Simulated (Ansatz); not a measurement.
**BePd3C (built on the sites of a database entry of CaPd3C): a soft mode frozen in**

Aim: this structure of BePd3C (built on the sites of a database entry of CaPd3C) is to be tested for unstable modes, and one is followed downhill.

Main program and level: Ansatz 0.2.0; DFT PBEsol, scalar-relativistic, plane waves, PAW.

The structure was built from a prototype and need not be the compound's stable phase.

### Step 1. Set-up

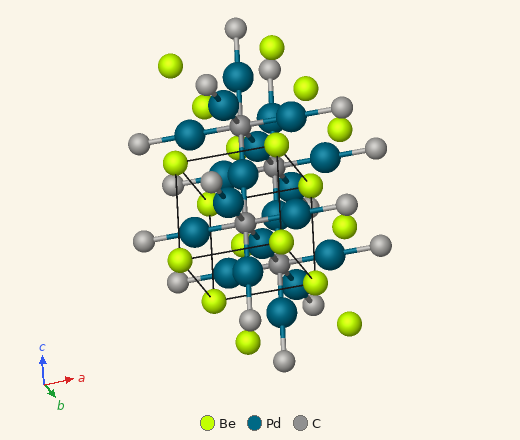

Start, viewed from a free direction; beryllium green, palladium blue, carbon grey. 1×2×2 cells are drawn. Some periodic images of atoms are drawn too.

### Step 2. Phonons on a q mesh

The cell comes from relaxations at this level that are not shown. Stability and thermal properties need the whole zone. Linear response on a 4×4×4 q mesh gives force constants as far as a supercell of that size would.

input.yaml reads:

```yaml
crystal:
  lattice:
    - [4.0156977755, 0.0, 0.0]
    - [0.0, 4.0156977755, 0.0]
    - [0.0, 0.0, 4.0156977755]
  atoms:
    - { symbol: Be, position: [0.0, 0.0, 0.0] }
    - { symbol: Pd, position: [0.0, 0.5, 0.5] }
    - { symbol: Pd, position: [0.5, 0.5, 0.0] }
    - { symbol: Pd, position: [0.5, 0.0, 0.5] }
    - { symbol: C, position: [0.5, 0.5, 0.5] }
kpoints:
  mp_grid: { grid: [12, 12, 12] }
hamiltonian:
  xc: pbesol
scf:
  occupations: { method: methfessel_paxton, width: 0.2 }
output:
  eigenvalues: true
phonons:
  method: dfpt
  qmesh: [4, 4, 4]
  temperatures: { t_max: 1000, t_step: 50 }
  qpath:
    path:
      - [[0.0, 0.0, 0.0], [0.0, 0.5, 0.0], [0.5, 0.5, 0.0], [0.0, 0.0, 0.0], [0.5, 0.5, 0.5], [0.0, 0.5, 0.0]]
      - [[0.5, 0.5, 0.5], [0.5, 0.5, 0.0]]
    npoints: 10
```

On the command line:

```console
> ansatz run input.yaml --threads 4 --pin off --max-ram 14336MiB --backend cpu --events-out ev --progress --plain --runs-dir out
```

Numbers of over 12 decimals in the logs are rounded to 6 here.

Log:

```text
Engine: ansatz 0.2.0, aarch64-unknown-linux-gnu
Pseudopotentials: kind: paw
Pseudopotential: Be, paw, valence charge 2, recommended cutoff 420 eV (normal), Be.paw.azcp
Pseudopotential: Pd, paw, valence charge 18, recommended cutoff 420 eV (normal), Pd.paw.azcp
Pseudopotential: C, paw, valence charge 4, recommended cutoff 420 eV (normal), C.paw.azcp
Functional definition: PBEsol
  exchange = pbesol_x
  correlation = pbesol_c
Crystal: 5 atoms, lattice volume = 64.756 Å³
Basis set: ecut = 420 eV, 1309 PW (Γ), exchange–correlation on 54×54×54 points (8 copies of the dense FFT grid, shifted against one another)
Bands: 36, of which v1, the nominal top of the filled ones, is band 30 counted from 1 (29 counted from 0)
Symmetry: 48 space group operations
k-points: 84 of 1728
Non-local potential: Be, projectors of the file, l = 0: 2, l = 1: 2, l = 2: 1
Non-local potential: Pd, projectors of the file, l = 0: 2, l = 1: 2, l = 2: 2, l = 3: 1
Non-local potential: C, projectors of the file, l = 0: 2, l = 1: 2, l = 2: 1
PAW form: soft (Blöchl's): semilocal exchange-correlation on the pseudo side does not see the compensation charge
PAW frozen core: Be, regenerated for the run's functional, and the local potential with it (the file was generated under x = pbe(κ = 0.804, μ = 0.219515), c = pbe(β = 0.066725))
PAW frozen core: Pd, regenerated for the run's functional, and the local potential with it (the file was generated under x = pbe(κ = 0.804, μ = 0.219515), c = pbe(β = 0.066725))
PAW frozen core: C, regenerated for the run's functional, and the local potential with it (the file was generated under x = pbe(κ = 0.804, μ = 0.219515), c = pbe(β = 0.066725))
PAW one-centre angular grid: Be, 110 points (default); XC on 64 Gauss nodes
PAW one-centre angular grid: Pd, 590 points (default); XC on 64 Gauss nodes
PAW one-centre angular grid: C, 110 points (default); XC on 64 Gauss nodes
Initial density: superposition of atomic densities (neutral atoms: chi_scale 0, normalization atom), corrected by the library's trained network
Initial wavefunctions: pseudopotential atomic-orbital guess
Functional: x = pbesol(κ = 0.804, μ = 0.123457), c = pbesol(β = 0.046)
SCF iter   1: F=—  HF=-21055.866252 eV  |F-HF|=—  |Δ(HF+E_count)|=         —  Δρ=7.82e-3  dr2=3.25e-2  ethr=1.77e-3  ⟨swp⟩=5.2  Hψ=11975  notcnv=0
preconditioner: auto → Kerker (q_TF=auto, 2.694 Å⁻¹)  [metal: Δε(μ)=0.014 eV  Ē_g=7.827 eV  σ=0.200 eV  W_gap=0.06  n_scr=18 (ndim 8)  ℏωp=27.7 eV  f_vac=0.000  D(μ)=4.14/eV (n_scr^D=32)]
SCF iter   2: F=—  HF=-21055.858527 eV  |F-HF|=—  |Δ(HF+E_count)|=   7.73e-3  S|Δr|=    0.00e0  Δρ=3.70e-3  dr2=7.50e-3  ethr=5.42e-5  ⟨swp⟩=2.0  Hψ=5222  notcnv=0
SCF iter   3: F=—  HF=-21055.856439 eV  |F-HF|=—  |Δ(HF+E_count)|=   2.09e-3  S|Δr|=    0.00e0  Δρ=6.81e-4  dr2=3.38e-4  ethr=1.25e-5  ⟨swp⟩=2.0  Hψ=4352  notcnv=0
SCF iter   4: F=—  HF=-21055.856382 eV  |F-HF|=—  |Δ(HF+E_count)|=   5.72e-5  S|Δr|=    0.00e0  Δρ=2.07e-4  dr2=4.55e-5  ethr=5.63e-7  ⟨swp⟩=2.0  Hψ=4103  notcnv=0
SCF iter   5: F=—  HF=-21055.856371 eV  |F-HF|=—  |Δ(HF+E_count)|=   1.12e-5  S|Δr|=    0.00e0  Δρ=4.08e-5  dr2=1.89e-6  ethr=7.59e-8  ⟨swp⟩=2.0  Hψ=3883  notcnv=0
SCF iter   6: F=—  HF=-21055.856371 eV  |F-HF|=—  |Δ(HF+E_count)|=   5.35e-7  S|Δr|=    0.00e0  Δρ=7.91e-6  dr2=2.63e-8  ethr=3.14e-9  ⟨swp⟩=2.0  Hψ=4016  notcnv=0
SCF iter   7: F=—  HF=-21055.856371 eV  |F-HF|=—  |Δ(HF+E_count)|=   1.83e-9  S|Δr|=    0.00e0  Δρ=1.28e-6  dr2=7.65e-10  ethr=4.39e-11  ⟨swp⟩=2.0  Hψ=3788  notcnv=0
SCF iter   8: F=—  HF=-21055.856371 eV  |F-HF|=—  |Δ(HF+E_count)|=  3.64e-11  S|Δr|=    0.00e0  Δρ=2.79e-7  dr2=8.76e-11  ethr=1.28e-12  ⟨swp⟩=2.1  Hψ=4418  notcnv=0
SCF iter   9: F=-21055.856371 eV  HF=-21055.856371 eV  |F-HF|=0.00e0  |Δ(HF+E_count)|=  1.09e-11  S|Δr|=    0.00e0  Δρ=6.31e-8  dr2=4.12e-12  ethr=1.00e-12  ⟨swp⟩=7.7  Hψ=14064  notcnv=0
SCF 1 converged in 9 iterations: F = -21055.856371 eV  dr2 = 4.12e-12
  greatest PAW one-centre occupation: 0.999 electrons in one spin orbital (limit 2), on the Pd atom at site 3 (counted from 0), in its partial waves of l = 0
Initial density: read from a saved state, or passed on in memory by an earlier SCF of this step, an earlier step, the calling program or the single point that the run made first
iter 1 solved again at ethr=2.50e-7 eV; its pass at ethr=3.10e-3 eV (dr2=1.50e-4 eV) is discarded
SCF iter   1: F=—  HF=-21055.856371 eV  |F-HF|=—  |Δ(HF+E_count)|=         —  Δρ=7.35e-7  dr2=3.33e-10  ethr=2.50e-7  ⟨swp⟩=2.9  Hψ=18858  notcnv=0
eigensolver tolerance schedule: the retry pair's looser diagonalisation over-reported the residual by 451979.07 of it (diagonalisation noise at an unbounded share of the residual, at the tolerance the schedule requests for it); recorded, not acted on — ethr = c·dr2/N_el stays at c = 1.0e-1
preconditioner: auto → Kerker (q_TF=auto, 2.694 Å⁻¹)  [metal: Δε(μ)=0.021 eV  Ē_g=7.837 eV  σ=0.200 eV  W_gap=0.09  n_scr=18 (ndim 8)  ℏωp=27.7 eV  f_vac=0.000  D(μ)=4.15/eV (n_scr^D=32)]
SCF iter   2: F=—  HF=-21055.856371 eV  |F-HF|=—  |Δ(HF+E_count)|=   7.47e-7  S|Δr|=    0.00e0  Δρ=3.56e-7  dr2=6.89e-11  ethr=1.00e-12  ⟨swp⟩=3.5  Hψ=7553  notcnv=0
SCF iter   3: F=—  HF=-21055.856371 eV  |F-HF|=—  |Δ(HF+E_count)|=  1.46e-11  S|Δr|=    0.00e0  Δρ=2.37e-7  dr2=3.10e-11  ethr=1.00e-12  ⟨swp⟩=1.0  Hψ=3024  notcnv=0
SCF iter   4: F=-21055.856371 eV  HF=-21055.856371 eV  |F-HF|=0.00e0  |Δ(HF+E_count)|=  7.28e-12  S|Δr|=    0.00e0  Δρ=5.80e-8  dr2=2.05e-12  ethr=1.00e-12  ⟨swp⟩=2.0  Hψ=6663  notcnv=0
SCF 2 converged in 4 iterations: F = -21055.856371 eV  dr2 = 2.05e-12
phonons: the bands overlap, so this run is a metal and interpolates without the dipole-dipole term. If the crystal is really an insulator or semiconductor, its LO-TO splitting is missing
NSCF: frozen V_eff on 84 k-points
WARN: eigensolver did not converge (k=81): 1 band(s) unlocked after 20 sweeps at ethr=1.39e-12 eV (storage-precision floor; scheduled 1.00e-12 eV) (lowest unlocked band 35, counted from 0; max residual 2.32e-6 eV among the unlocked bands, 2.32e-6 eV over every band; other slots of this pass that fall short are told together in one closing line; warning suppressed until the next SCF loop or pass starts)
NSCF: frozen V_eff on 343 k-points
DFPT response loops at q = (0, 0, 0) (fractional): preconditioner auto → Kerker (q_TF=auto, 2.694 Å⁻¹) (partly filled bands, converged f_vac=0.000); β = 1.00, the filter's whole step (`scf.mixing.beta` (0.50) is not read by the response loops under this deck's `scf.mixing.preconditioner`; to damp them name `kerker` or `kerker_dos`, under which they read `scf.mixing.beta`, and type it under 1.00, their step now; both keys bind the ground state too); Broyden in place of MSR1
NSCF: frozen V_eff on 1176 k-points
DFPT response loops at q = (0, 0, 0.25) (fractional): mixed as the last ones told, above
NSCF: frozen V_eff on 686 k-points
DFPT response loops at q = (0, 0, -0.5) (fractional): mixed as the last ones told, above
NSCF: frozen V_eff on 2016 k-points
DFPT response loops at q = (0, 0.25, 0.25) (fractional): mixed as the last ones told, above
NSCF: frozen V_eff on 1176 k-points
DFPT response loops at q = (0, 0.25, -0.5) (fractional): mixed as the last ones told, above
NSCF: frozen V_eff on 686 k-points
DFPT response loops at q = (0, -0.5, -0.5) (fractional): mixed as the last ones told, above
NSCF: frozen V_eff on 3456 k-points
DFPT response loops at q = (0.25, 0.25, 0.25) (fractional): mixed as the last ones told, above
NSCF: frozen V_eff on 2016 k-points
DFPT response loops at q = (0.25, 0.25, -0.5) (fractional): mixed as the last ones told, above
NSCF: frozen V_eff on 1176 k-points
DFPT response loops at q = (0.25, -0.5, -0.5) (fractional): mixed as the last ones told, above
NSCF: frozen V_eff on 686 k-points
DFPT response loops at q = (-0.5, -0.5, -0.5) (fractional): mixed as the last ones told, above
SCF converged after 9 iterations
Stability not checked: this state was not tested for a lower state beside it, because cold or Methfessel-Paxton smearing, or corrected tetrahedra, fill the levels in a way that the test cannot read (fill_not_monotonic; see scf.lower_state_search)
Free energy (F): -21055.856371 eV
Harris-Foulkes:  -21055.856371 eV  (|F-HF|=0.00e0)
Internal energy: -21055.848899 eV  (E = F + TS)
E sigma→0 (E₀):  -21055.854503 eV
Entropy (-TS):   -0.007471 eV (-1.494 meV/atom)
Fermi energy:    15.938268 eV
--- Per-component energies (eV) ---
  E_band       = -619.519794
  E_kinetic    = 1644.403384
  E_local      = -7184.193390  (includes V_loc(G=0)·N_el)
  E_nonlocal   = 687.912713
  E_hartree    = 2969.955391
  E_xc         = -569.314145
  E_vxc        = -712.433678  (∫ρ·V_xc dr)
  E_paw        = -11205.958963  (= ΣΔE_a)
  E_vpaw       = -995.120213  (= ΣTr[D̂ρ^β])
  E_aug_tail   = 0.000537  (compensation charges beyond the density's cutoff)
  E_ewald      = -7399.592630
  E_core_change = 0.938204  (= ΣΔE_core)
  E_smearing   = -0.007471  (= −TS)
  E_closure    = 0.000000  (closes the sum)
  Σ components = -21055.856371   (vs F -21055.856371, Δ=0.00e0)
--- Band table (eV; the first three rows and the last of 84) ---
  k-point 0: bands = [... 26 lower, 13.4153, 14.8210, 14.8210, 14.8210, 14.9244, 18.3445, 18.3445, 18.3445, ... 2 higher]
  k-point 1: bands = [... 26 lower, 13.6564, 14.8211, 14.8805, 14.9170, 14.9170, 18.2711, 18.4371, 18.4371, ... 2 higher]
  k-point 2: bands = [... 26 lower, 13.8977, 14.7519, 14.8214, 15.1681, 15.1681, 18.2479, 18.6997, 18.6997, ... 2 higher]
  k-point 83: bands = [... 26 lower, 14.6766, 14.6766, 14.7172, 14.7172, 14.7172, 18.1944, 18.1944, 18.1944, ... 2 higher]
--- Phonons (Γ-DFPT): 4 representative perturbations + reference (Σ response iterations 13) ---
  ASR residual: 1.725e-4 → 0.000e0 eV/Å²; symmetrization residual: 4.696e-6 eV/Å²
  ASR residual per site (eV/Å²): 1.73e-4 3.66e-5 3.66e-5 3.66e-5 6.25e-8
  Γ frequencies (cm⁻¹): -107.58 -107.58 -107.58 0.00 0.00 0.00 75.35 75.35 75.35 143.54 143.54 143.54 492.34 492.34 492.34
--- Phonons (arbitrary-q DFPT): 10 irreducible q on the 4×4×4 mesh ---
  q = [0.0000, 0.0000, 0.0000] (star 1, of the zone-centre solve; hermiticity 4.52e-7, symmetrization 5.59e-13): -107.58 -107.58 -107.58 -0.00 -0.00 -0.00 75.35 75.35 75.35 143.54 143.54 143.54 492.34 492.34 492.34
  q = [0.0000, 0.0000, 0.2500] (star 6, 9 solved perturbations in 4536 linear systems a pass and spin channel, the states on 588 of 1728 k-point pairs; hermiticity 4.52e-7, symmetrization 4.88e-13): -103.84 -103.84 -69.06 -66.02 33.15 33.15 52.37 52.37 96.26 142.61 142.61 208.44 486.02 486.02 601.74
  q = [0.0000, 0.0000, -0.5000] (star 3, 9 solved perturbations in 2646 linear systems a pass and spin channel, the states on 343 of 1728 k-point pairs; hermiticity 3.76e-7, symmetrization 1.72e-11): -127.93 -127.93 -95.93 23.87 43.25 43.25 73.87 73.87 146.02 146.02 158.00 238.49 495.56 495.56 691.99
  q = [0.0000, 0.2500, 0.2500] (star 12, 9 solved perturbations in 7686 linear systems a pass and spin channel, the states on 1008 of 1728 k-point pairs; hermiticity 4.03e-7, symmetrization 2.66e-13): -94.96 -91.98 -88.35 -85.60 -45.59 25.82 64.03 71.40 107.76 143.68 189.21 228.50 491.63 597.16 621.52
  q = [0.0000, 0.2500, -0.5000] (star 12, 15 solved perturbations on 588 of 1728 k-point pairs; hermiticity 3.59e-7, symmetrization 1.69e-11): -120.39 -111.68 -106.42 -57.61 -48.84 -47.54 93.14 94.00 124.83 139.13 192.35 256.49 487.18 619.85 700.25
  q = [0.0000, -0.5000, -0.5000] (star 3, 9 solved perturbations in 2646 linear systems a pass and spin channel, the states on 343 of 1728 k-point pairs; hermiticity 3.42e-7, symmetrization 1.76e-11): -102.14 -94.30 -94.30 -90.21 -90.21 -81.23 110.00 120.37 120.37 148.06 198.39 279.87 482.90 707.38 707.38
  q = [0.2500, 0.2500, 0.2500] (star 8, 4 solved perturbations in 4536 linear systems a pass and spin channel, the states on 1728 of 1728 k-point pairs; hermiticity 1.32e-7, symmetrization 5.70e-13): -111.13 -111.13 -88.64 -60.27 -60.27 31.40 90.12 90.12 118.60 186.74 186.74 249.82 600.46 623.14 623.14
  q = [0.2500, 0.2500, -0.5000] (star 12, 9 solved perturbations in 7686 linear systems a pass and spin channel, the states on 1008 of 1728 k-point pairs; hermiticity 2.24e-7, symmetrization 1.67e-11): -124.50 -110.54 -91.85 -77.06 -69.27 -45.63 104.25 111.37 124.76 183.20 192.58 275.11 611.70 625.22 703.47
  q = [0.2500, -0.5000, -0.5000] (star 6, 9 solved perturbations in 4536 linear systems a pass and spin channel, the states on 588 of 1728 k-point pairs; hermiticity 2.24e-7, symmetrization 1.75e-11): -105.05 -105.05 -98.12 -95.29 -95.29 -74.53 123.12 127.99 127.99 187.17 196.84 297.62 619.95 708.50 708.50
  q = [-0.5000, -0.5000, -0.5000] (star 1, 4 solved perturbations in 931 linear systems a pass and spin channel, the states on 343 of 1728 k-point pairs; hermiticity 2.61e-8, symmetrization 1.69e-11): -107.09 -107.09 -107.09 -102.80 -102.80 -102.80 132.82 132.82 132.82 196.72 196.72 317.97 709.68 709.68 709.68
  sum rule: each row above includes the acoustic sum rule's correction from the zone centre's row sums; it moved no ω² by more than (2.28 cm⁻¹)²
  mesh force constants: q→R imaginary residual 2.69e-19; ASR residual 1.725e-4 → 0.000e0 eV/Å²; symmetrization residual 3.197e-14 eV/Å²
  interpolated dispersion: 62 rows × 15 modes
  density of states and harmonic sums: on the 16×16×16 q-mesh, interpolated from the force constants of a 4×4×4 supercell (no non-analytic term)
  largest difference from the sums on the solved wave vectors: F 3.91e-2 eV, S 4.80e-5 and C_V 8.83e-6 eV/K
  zero-point energy: 0.169626 eV/cell   skipped modes (ω ≤ 0): 856, of them read as no rigid motion or as one in doubt: 853 (5.256e0 modes/cell left out, lowest -131.57 cm⁻¹)   left out of the sums: 3.50e-1 of the cell's modes: C_V's classical limit lies that fraction below 3 k_B per atom; for a crystal, a wire or a layer, F and S can be off by more, and a phonons.interpolated_qmesh denser along its periods is the remedy for the sampling
```

Elapsed: 61 min, on 4 threads of Arm Neoverse V1, shared host; peak memory 7.7 GiB.

Numbers from this step:

```yaml
volume_per_atom: 12.95 Å³
gap_on_the_k_mesh: 0 eV
sum_rule_residual_before_enforcement: 1.73e-4 eV/Å²
lowest_frequency_on_the_path: -131.8 cm⁻¹
point_group: m-3m
highest_frequency_on_the_path_or_at_a_solved_wavevector: 709.7 cm⁻¹
highest_optical_mode_at_the_zone_centre_no_lo_to_term: 492.3 cm⁻¹
lowest_optical_zone_centre_mode: -107.6 cm⁻¹
lowest_mode_on_the_q_mesh_acoustic_modes_at_gamma_apart: -127.9 cm⁻¹
```

Frequencies (cm⁻¹) solved at each irreducible wavevector; negative means imaginary. Frequencies by wavevector, by row:

```tsv
q in reciprocal lattice units	star	mode 1	mode 2	mode 3	mode 4	mode 13	mode 14	mode 15
0 0 0	1	-107.6	-107.6	-107.6	0	492.3	492.3	492.3
0 0 0.25	6	-103.8	-103.8	-69.1	-66	486	486	601.7
0 0 -0.5	3	-127.9	-127.9	-95.9	23.9	495.6	495.6	692
0 0.25 0.25	12	-95	-92	-88.3	-85.6	491.6	597.2	621.5
0 0.25 -0.5	12	-120.4	-111.7	-106.4	-57.6	487.2	619.9	700.2
0 -0.5 -0.5	3	-102.1	-94.3	-94.3	-90.2	482.9	707.4	707.4
0.25 0.25 0.25	8	-111.1	-111.1	-88.6	-60.3	600.5	623.1	623.1
0.25 0.25 -0.5	12	-124.5	-110.5	-91.8	-77.1	611.7	625.2	703.5
0.25 -0.5 -0.5	6	-105	-105	-98.1	-95.3	620	708.5	708.5
-0.5 -0.5 -0.5	1	-107.1	-107.1	-107.1	-102.8	709.7	709.7	709.7
```

Interpolated from a 4×4×4 q mesh. The phonon branches at the labelled points (cm⁻¹):

```tsv
point	branch 1	branch 2	branch 3	branch 4	branch 12	branch 13	branch 14	branch 15
Γ	-108	-108	-108	0	144	492	492	492
X	-128	-128	-96	24	238	496	496	692
M	-102	-94	-94	-90	280	483	707	707
Γ	-108	-108	-108	0	144	492	492	492
R	-107	-107	-107	-103	318	710	710	710
X	-128	-128	-96	24	238	496	496	692
jump to R	-107	-107	-107	-103	318	710	710	710
M	-102	-94	-94	-90	280	483	707	707
```

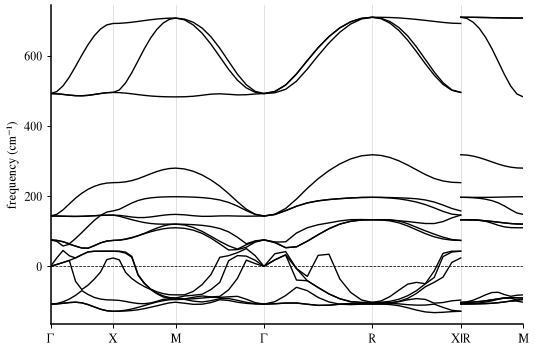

Phonon branches along the path.

Symmetry leaves 10 wavevectors to solve. The lowest mode among them, the acoustic zeros apart, lies at q = (0, 0, -0.5) and is imaginary, 127.9i cm⁻¹, so the energy falls along it. Between them the interpolated path dips to 132i cm⁻¹.

### Step 3. The mode frozen in, largest atomic shift 0 Å

The mode followed lies at q = (0, 0, -0.5) with frequency 127.9i cm⁻¹ and is 2-fold degenerate, the softest among the wavevectors solved. At small amplitude the distorted cell has space group no. 11 by a symmetry search on the positions. The undistorted cell that holds it gives the zero of energy on the same k mesh.

System of this step: BePd3C (built on the sites of a database entry of CaPd3C). It takes space group Pm-3m (No. 221, cubic). The conventional cell has a = 4.016 Å, b = 4.016 Å, c = 4.016 Å, α = 90.00°, β = 90.00°, γ = 90.00°. Nearest to Be lie 12 Pd at 2.84 Å. Pd has 2 C at 2.01 Å and 8 Pd at 2.84 Å and 4 Be at 2.84 Å nearest. Nearest to Pd lie 2 C at 2.01 Å and 4 Be at 2.84 Å and 8 Pd at 2.84 Å. C has 6 Pd at 2.01 Å nearest. Farther neighbours are not listed.

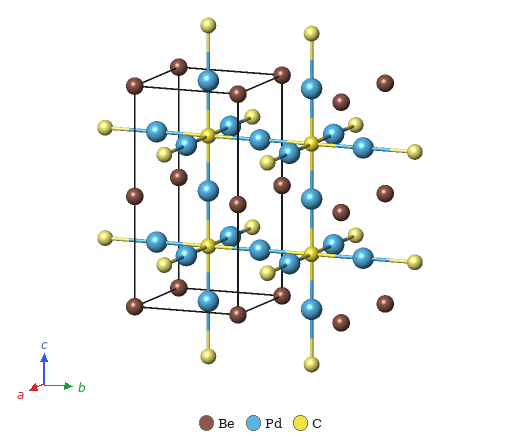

The cell of this step (beryllium brown, palladium blue, carbon yellow). 1×2×1 cells are drawn. Some periodic images of atoms are drawn too.

input.yaml reads:

```yaml
crystal:
  lattice:
    - [4.0156977755, 0.0, 0.0]
    - [0.0, 4.0156977755, 0.0]
    - [0.0, 0.0, 8.031395551]
  atoms:
    - { symbol: Be, position: [0.0, 0.0, 0.0] }
    - { symbol: Be, position: [0.0, 0.0, 0.5] }
    - { symbol: Pd, position: [0.0, 0.5, 0.25] }
    - { symbol: Pd, position: [0.0, 0.5, 0.75] }
    - { symbol: Pd, position: [0.5, 0.5, 0.0] }
    - { symbol: Pd, position: [0.5, 0.5, 0.5] }
    - { symbol: Pd, position: [0.5, 0.0, 0.25] }
    - { symbol: Pd, position: [0.5, 0.0, 0.75] }
    - { symbol: C, position: [0.5, 0.5, 0.25] }
    - { symbol: C, position: [0.5, 0.5, 0.75] }
kpoints:
  mp_grid: { grid: [10, 10, 6] }
hamiltonian:
  xc: pbesol
scf:
  occupations: { method: methfessel_paxton, width: 0.2 }
output:
  forces: true
  stress: true
  eigenvalues: true
```

Log:

```text
[...]
Crystal: 10 atoms, lattice volume = 129.513 Å³
Basis set: ecut = 420 eV, 2547 PW (Γ), exchange–correlation on 54×54×108 points (8 copies of the dense FFT grid, shifted against one another)
Bands: 72, of which v1, the nominal top of the filled ones, is band 60 counted from 1 (59 counted from 0)
Symmetry: 32 space group operations
[...]
k-points: 84 of 600
[...]
k-point 0: bands = [... 56 lower, 14.8201, 14.8213, 14.8229, 14.9249, 16.0630, 16.0630, 18.3444, 18.3448, ... 8 higher]
  k-point 1: bands = [... 56 lower, 14.8228, 14.8810, 14.9160, 14.9160, 15.9886, 15.9886, 18.2709, 18.4374, ... 8 higher]
  k-point 2: bands = [... 56 lower, 14.8217, 14.8225, 15.1667, 15.1667, 15.7813, 15.7813, 18.2473, 18.6878, ... 8 higher]
  k-point 83: bands = [... 56 lower, 15.1088, 15.1088, 15.6606, 15.6606, 15.6606, 15.6606, 17.6969, 17.6969, ... 8 higher]
[key lines of the parts left out:]
SCF converged after 6 iterations
Free energy (F): -42111.715229 eV
Fermi energy:    15.936496 eV
P = ⅓ Tr σ = -0.0119 GPa (-0.119 kbar)
```

Wall time 12 s (4 threads); peak memory 0.84 GiB; 45 s of CPU time.

Numbers from this step:

- pressure: -0.01195 GPa
- energy from the undistorted cell: 0 meV/atom

The run ends at a pressure of -0.01 GPa.

[end of part 1 of 3]

[Logs are printed without paths, hosts, clocks, repeated set-up lines and the standing remarks that a program may print on its own settings, such as how far it seeks lower states.]

[Hosts, paths, dates, database ids (printed as entryN), source tags and the programs' standing remarks are cut or masked in the printed files.]
